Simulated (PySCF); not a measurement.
C₅H₄O, SMILES `O=C1C=CC=C1`.

Computed with PySCF, ωB97X/6-31+G*, geometry: GFN2-xTB. No frequency check shows the geometry to be a minimum. The basis has diffuse s and p functions alone, which still leaves polarisabilities too small, most of all across bonds.

Cartesian coordinates (Å):

```
O1      -2.0286   -0.0001    0.0000
C2      -0.8250    0.0001    0.0000
C3       0.0894   -1.1866    0.0000
C4       1.3451   -0.7396    0.0000
C5       1.3451    0.7396    0.0000
C6       0.0894    1.1865    0.0000
H7      -0.2662   -2.1986    0.0000
H8       2.2489   -1.3223    0.0000
H9       2.2489    1.3223    0.0000
H10     -0.2662    2.1986    0.0000
```

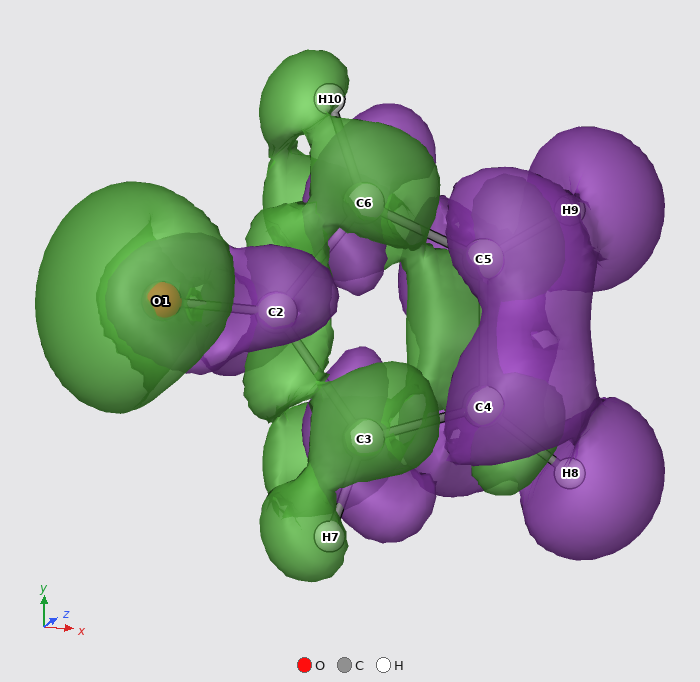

Change of the electron density in a uniform field of 0.21 V/Å, surfaces at ±0.0015 e/Å³ (purple: gain, green: loss).

Along which Cartesian direction does the field point?

Answer. Along −x: electrons gather on the +x side, against the field.

What dipole is induced, and what polarisability does it imply?

Answer. The induced dipole is 0.76 D (along the field); α along this axis, from the fields in both directions, is 75 bohr³ (11.1 Å³).

Which atoms gain and lose the most charge?

Answer. Electrons gather most on C4 and C5 alike (Hirshfeld charge changes by −0.011 e) and leave O1 most (+0.021 e); 0.067 electrons are displaced in all.
